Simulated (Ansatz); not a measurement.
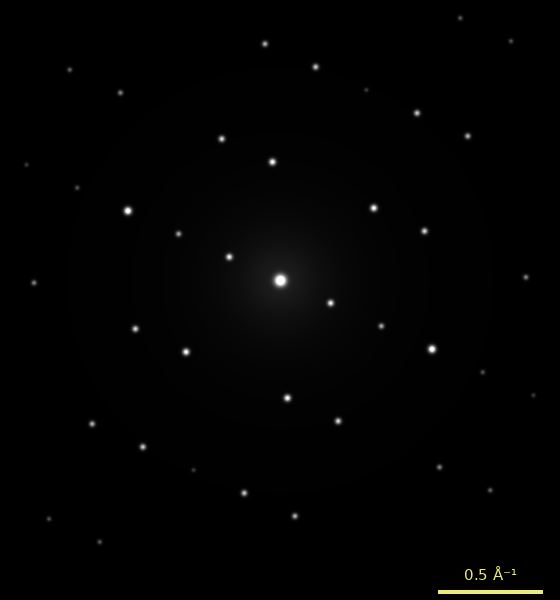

Kinematic zone-axis pattern, calculated for 100 keV electrons with B = 1 Å².

It belongs to SbMo, space group P6_3/mmc (No. 194), a = 4.30 Å, c = 5.20 Å (hexagonal axes). Structure: the end point of a relaxation with DFT PBEsol, scalar-relativistic, plane waves, PAW (Ansatz 0.2.0); the starting structure was generated, so it need not be a known form of this composition.

```cif
data_structure
_symmetry_space_group_name_H-M 'P6_3/mmc'
_symmetry_Int_Tables_number 194
_cell_length_a 4.3008
_cell_length_b 4.3008
_cell_length_c 5.2049
_cell_angle_alpha 90.000
_cell_angle_beta 90.000
_cell_angle_gamma 120.000
_cell_volume 83.38
loop_
_atom_site_label
_atom_site_type_symbol
_atom_site_symmetry_multiplicity
_atom_site_Wyckoff_symbol
_atom_site_fract_x
_atom_site_fract_y
_atom_site_fract_z
_atom_site_occupancy
Mo1 Mo 2 a 0.00000 0.00000 0.00000 1
Sb1 Sb 2 c 0.33333 0.66667 0.25000 1
```

Determine the zone axis from the geometry of the pattern.

Answer. The spots form a rectangular net whose two shortest vectors correspond to d = 3.72 Å and 1.99 Å, 90.0° apart. They index as 0 -1 0 and -2 1 1 (itself extinct), so the zone axis is ±[102] (or an equivalent direction of <102>).
